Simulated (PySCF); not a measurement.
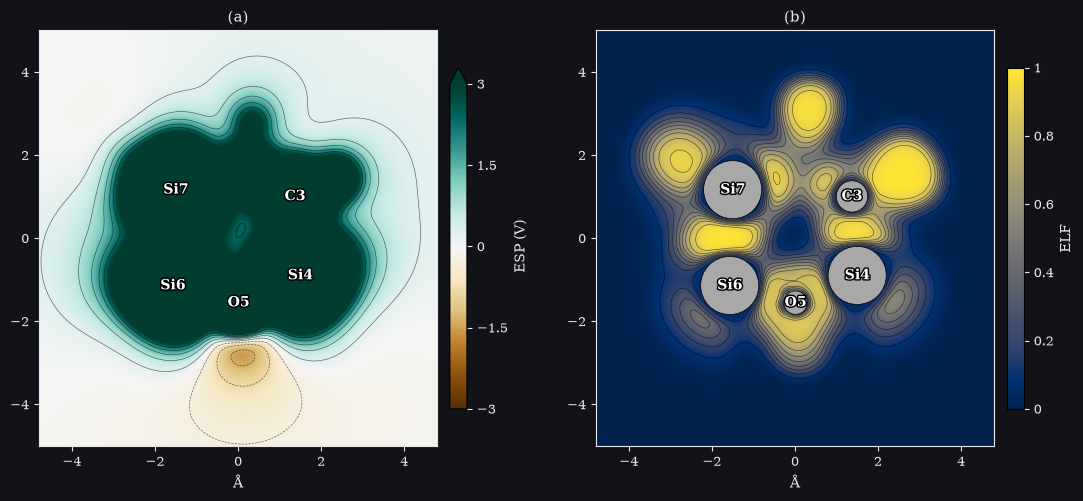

Figure. C3H12OSi3 (SMILES C[C@H]1C[SiH2]O[SiH2][SiH2]1). (a) molecular electrostatic potential; (b) ELF on the plane of atoms O5, Si6 and Si7. Grey discs cover the atomic cores in the ELF map.

Geometry: GFN2-xTB.

All numbers below come from PBE0/pcSseg-1, SCF density, gas phase, non-relativistic in PySCF.

```json
{"atom": "C", "x (Å)": "-1.1477", "y (Å)": "-1.3972", "z (Å)": "0.6346"}
{"atom": "C", "x (Å)": "-0.6217", "y (Å)": "-0.8530", "z (Å)": "-0.6909"}
{"atom": "C", "x (Å)": "-1.0994", "y (Å)": "0.5898", "z (Å)": "-0.9222"}
{"atom": "Si", "x (Å)": "-0.6073", "y (Å)": "1.8737", "z (Å)": "0.4007"}
{"atom": "O", "x (Å)": "0.9214", "y (Å)": "1.6089", "z (Å)": "0.8846"}
{"atom": "Si", "x (Å)": "2.1373", "y (Å)": "0.5198", "z (Å)": "0.7447"}
{"atom": "Si", "x (Å)": "1.2969", "y (Å)": "-0.9964", "z (Å)": "-0.7768"}
{"atom": "H", "x (Å)": "-0.8936", "y (Å)": "-2.4501", "z (Å)": "0.7438"}
{"atom": "H", "x (Å)": "-0.7206", "y (Å)": "-0.8535", "z (Å)": "1.4754"}
{"atom": "H", "x (Å)": "-2.2325", "y (Å)": "-1.3021", "z (Å)": "0.6884"}
{"atom": "H", "x (Å)": "-1.0541", "y (Å)": "-1.4717", "z (Å)": "-1.4894"}
{"atom": "H", "x (Å)": "-0.7225", "y (Å)": "0.9241", "z (Å)": "-1.8932"}
{"atom": "H", "x (Å)": "-2.1896", "y (Å)": "0.5893", "z (Å)": "-1.0120"}
{"atom": "H", "x (Å)": "-0.5979", "y (Å)": "3.2212", "z (Å)": "-0.1662"}
{"atom": "H", "x (Å)": "-1.4298", "y (Å)": "1.7761", "z (Å)": "1.6070"}
{"atom": "H", "x (Å)": "3.2918", "y (Å)": "1.3309", "z (Å)": "0.3479"}
{"atom": "H", "x (Å)": "2.3508", "y (Å)": "0.0445", "z (Å)": "2.1173"}
{"atom": "H", "x (Å)": "1.6714", "y (Å)": "-0.7390", "z (Å)": "-2.1805"}
{"atom": "H", "x (Å)": "1.6374", "y (Å)": "-2.4061", "z (Å)": "-0.5208"}
```

Read the bonding off the picture.

Answer.
- The section cuts through C, Si and O sites.
- Si–O (1.63 Å): the ELF peaks at about 0.85 between the atoms: a polar covalent bond.
- C–Si (1.91 Å): the ELF peaks at about 0.95 between the atoms, as expected for localised, covalent bonding.
- Si–Si (2.31 Å): the ELF peaks at about 1 between the atoms; a shared electron pair.
- The ELF also peaks beside O5, away from the bonds: lone-pair regions.
- Outside the dense part of the molecule the potential is most negative (−1.5 V) near O5.
